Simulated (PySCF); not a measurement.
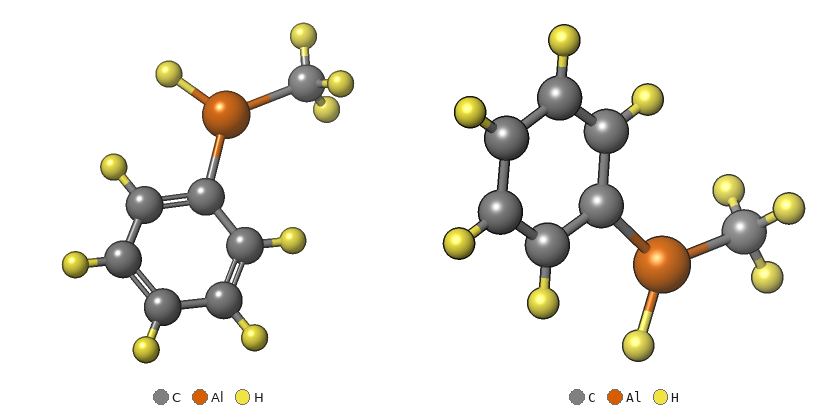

Two views of one molecule.

The geometry was computed by an optimisation with GFN2-xTB. No frequency run is at hand to confirm it as a minimum.

> Which formula does it have?

C₇H₉Al, 17 atoms: 7 carbon, 9 hydrogen and 1 aluminium.

> How many bonds of each kind are drawn?

8 C–H, 6 C–C, 2 C–Al, 1 Al–H.

> Give a SMILES string for it.

[CH3][AlH][c]1ccccc1

> Give the symmetry (Schoenflies symbol).

Cs.

The parts below concern this one geometry. Atoms keep their numbers from picture to picture.

## Shape

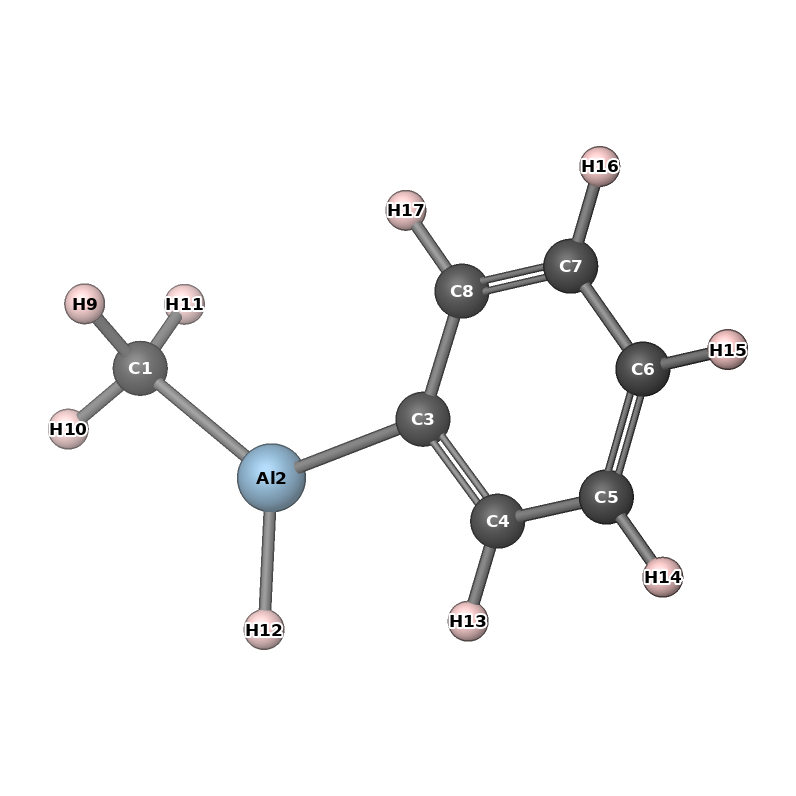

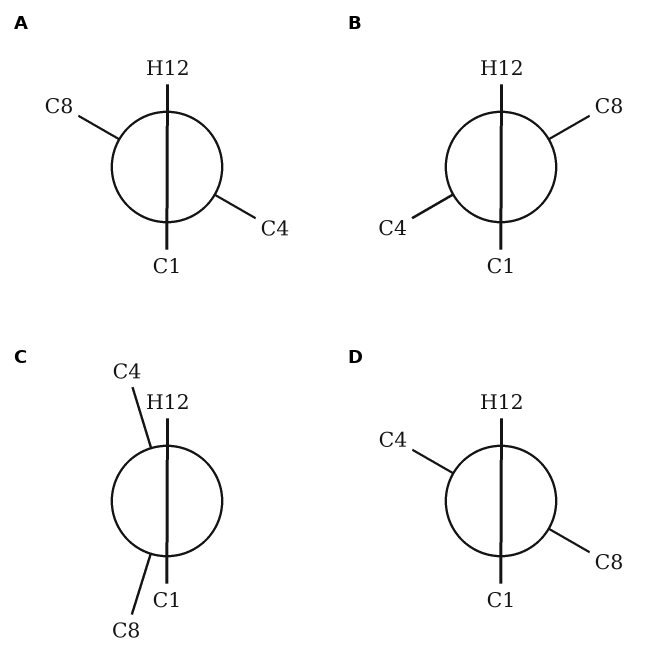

Depth is shown by fading: the farther an atom, the more it takes the colour of the background. Bonds that would overlap in a projection are set slightly apart. No frequency run is at hand to confirm it as a minimum.

> Which Newman projection shows the view along Al2–C3, with Al2 in front?

C. The torsion angle C1–Al2–C3–C4 is 180°, antiperiplanar (anti).

## Polarisability

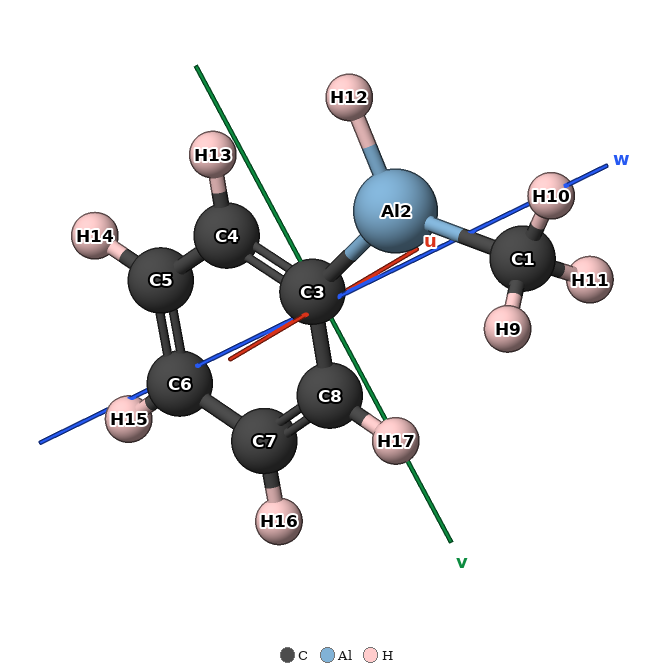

The lines u, v and w are the principal axes of the static dipole polarisability. No frequency run is at hand to confirm it as a minimum. Computed with PBE0/def2-SVPD (PySCF 2.14.0).

> Along which axis is the molecule most polarisable, and along which least?

Most along w (nearly parallel to the C4–C5 bond), least along u.

> Give the three principal values.

u 69.6, v 110.8, w 144.7 bohr³; mean 108.4, anisotropy 65.2 bohr³.

## Excitation

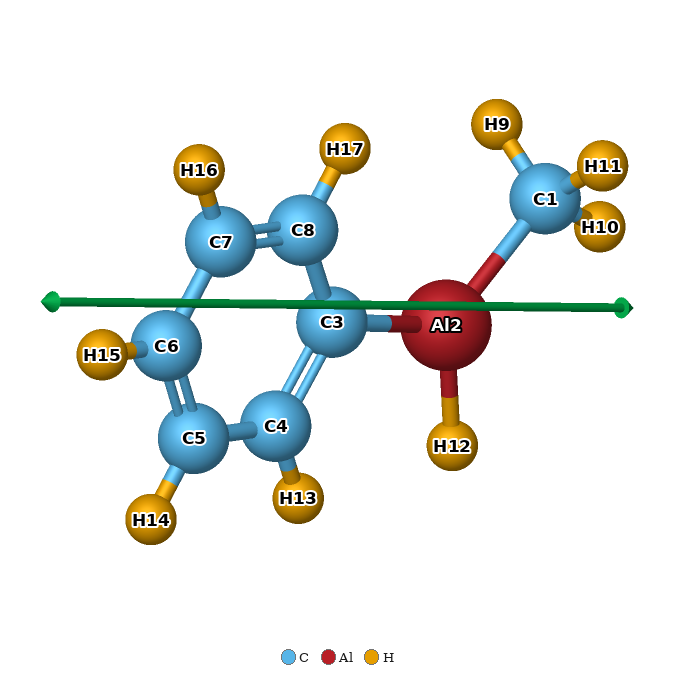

The double arrow shows the direction of the transition dipole to excited singlet state 3 (its length means nothing). No frequency run is at hand to confirm it as a minimum. Level of theory: TDDFT PBE0/def2-SVPD, vertical, gas phase, core orbitals frozen in the response (PySCF 2.14.0).

> How is the transition polarised?

Nearly parallel to the Al2–C3 bond.

> Where does the transition lie, and how strong is it?

5.25 eV (236 nm), oscillator strength 0.20, mainly HOMO−1 → LUMO (weight 0.89); transition dipole 3.19 D.

## NMR shielding

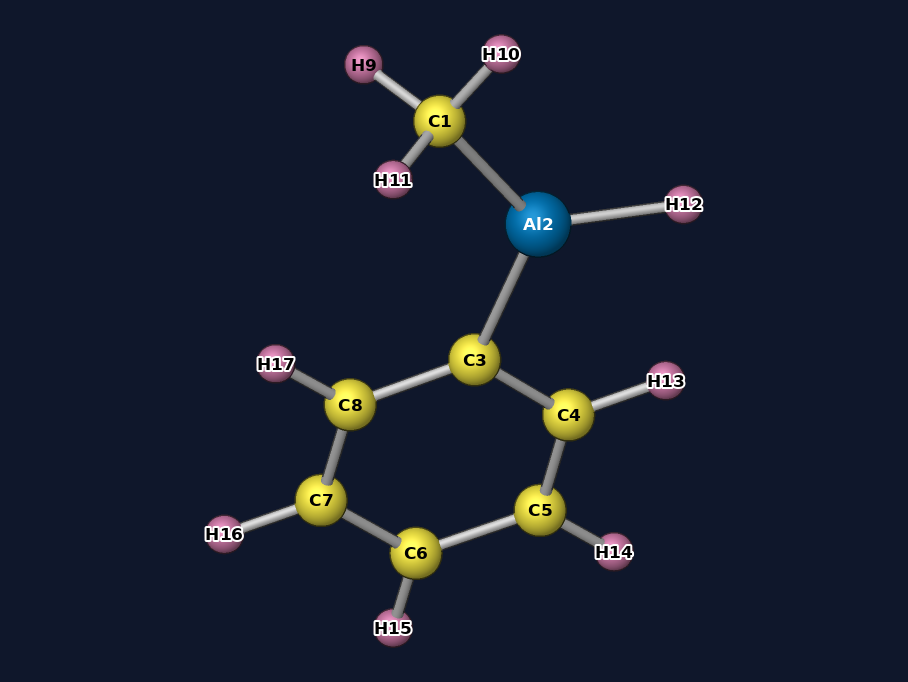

The questions are on isotropic NMR shieldings of the C atoms. No frequency run is at hand to confirm it as a minimum. Level of theory: GIAO PBE0/pcSseg-1 NMR shielding, non-relativistic, gas phase (PySCF 2.14.0).

> Which C atom is the most shielded (lowest chemical shift)?

C1 (194.0 ppm).

> Which C atom is the least shielded (highest chemical shift)?

C3 (35.4 ppm).

> How wide is the range of C shifts?

158.6 ppm.

List the isotropic NMR shieldings of the C atoms.

```csv
atom,σ (ppm)
C1,194.0
C3,35.4
C4,39.0
C5,54.0
C6,50.2
C7,54.4
C8,44.5
```

The geometry is semi-empirical. Around Al such bond lengths and angles can be off by a tenth of an ångström or more and by several degrees, and values that hang on the shape move with them.
